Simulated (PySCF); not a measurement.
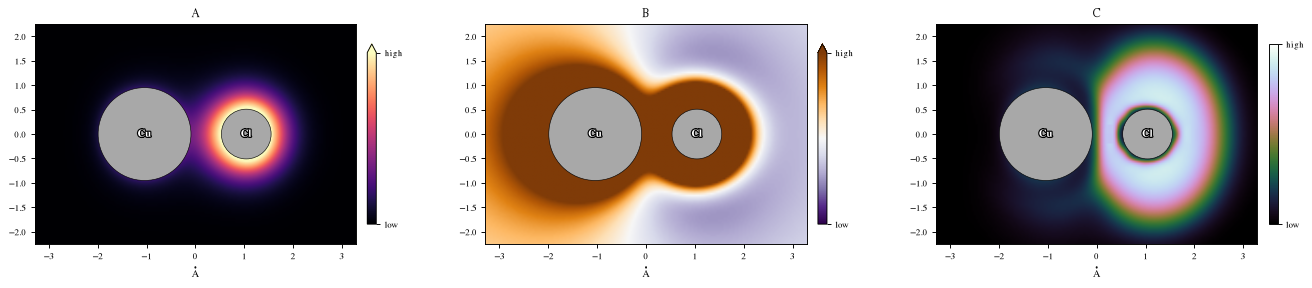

CuCl: 3 fields on a plane that holds the molecular axis, with unlabelled colour scales. Grey discs cover the atomic cores.

These are results of PySCF, PBE0/def2-TZVPP, non-relativistic Hamiltonian with scalar-relativistic core potentials where named, at a bond length of 2.082 Å, not measurements.

Q: Which field does each panel show? The fields are: electron density, electron localisation function and electrostatic potential.

A: Panel A: electron density. Panel B: electrostatic potential (strongly positive close to the atoms, with negative regions outside electron-rich atoms). Panel C: electron localisation function. From the grid: Cu–Cl (2.08 Å): ρ is about 0.75 e/Å³ halfway; the ELF peaks at about 0.80 in the valence shell of Cl, 0.8 Å from its nucleus, and is about 0.40 at the midpoint.
